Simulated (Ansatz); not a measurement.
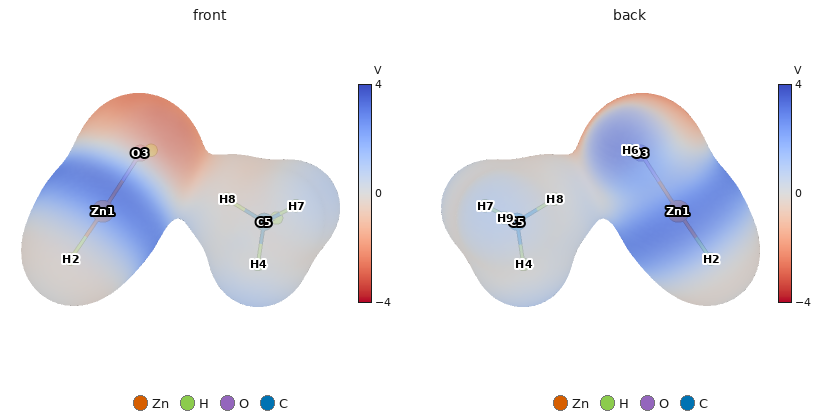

Figure 1: H₂OZn···CH₄. The electrostatic potential painted on the density surface at 0.004 e/bohr³, seen from the front and from behind; the colour scale runs from red (negative) to blue (positive).

Method: UKS PBE0/def2-SVP in Ansatz.

Input file:

```
crystal:
  periodic: [false, false, false]
  atoms:
    - { symbol: Zn, position_ang: [-1.210061, -0.497556, -1.047242] }
    - { symbol: H, position_ang: [-0.039131, -1.460579, -1.228673] }
    - { symbol: O, position_ang: [-2.50263, 0.668233, -0.711083] }
    - { symbol: H, position_ang: [1.079193, -0.582335, 0.079643] }
    - { symbol: C, position_ang: [1.38202, 0.096672, 0.87339] }
    - { symbol: H, position_ang: [-3.161002, 0.785645, -1.402] }
    - { symbol: H, position_ang: [1.131909, -0.341354, 1.849704] }
    - { symbol: H, position_ang: [0.854853, 1.056438, 0.764605] }
    - { symbol: H, position_ang: [2.464748, 0.274935, 0.821557] }
magnetization:
  spin_polarized: true
basis:
  gaussian: { orbitals: def2-SVP }
hamiltonian:
  xc: pbe0
relax:
  f_tol: 0.03
  max_steps: 50
output:
  orbitals: {}
```

Command:

```sh
ansatz run input.yaml --threads 2 --pin off --max-ram 3072MiB --backend cpu --events-out ev --progress --plain --runs-dir out
```

The fields are those of the relaxed geometry.

Which sites attract a positive test charge, and which a negative one?

Answer. A positive charge is drawn to the negative regions and a negative charge to the positive ones. The most negative region (about −2.3 V, or −53 kcal/mol for a unit charge) lies over O3, the most positive (about +3.0 V, or +69 kcal/mol for a unit charge) over Zn1. O3 is the likeliest acceptor of a hydrogen bond.
